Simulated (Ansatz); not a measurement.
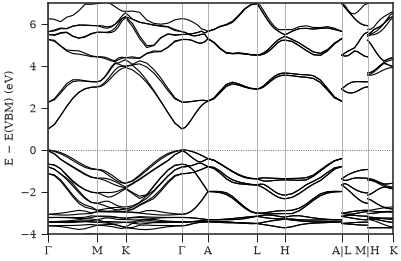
Figure. Band structure from DFT-PBEsol with spin–orbit coupling in the program Ansatz with PAW potentials

Task: Read off the gap and where the band edges lie.

Result: About 1.0 eV (1.00 eV by a search for the band edges); maximum at Γ, minimum at Γ.

The material is AgI (wurtzite, P6_3mc).

The cell was relaxed with PBEsol under the symmetry of its start. The run is not spin-polarised.

Potentials: the earlier of the program's two PAW sets. The files were generated under PBE; for other functionals the program regenerates the frozen cores, and for LDA and PBEsol the local potential too.
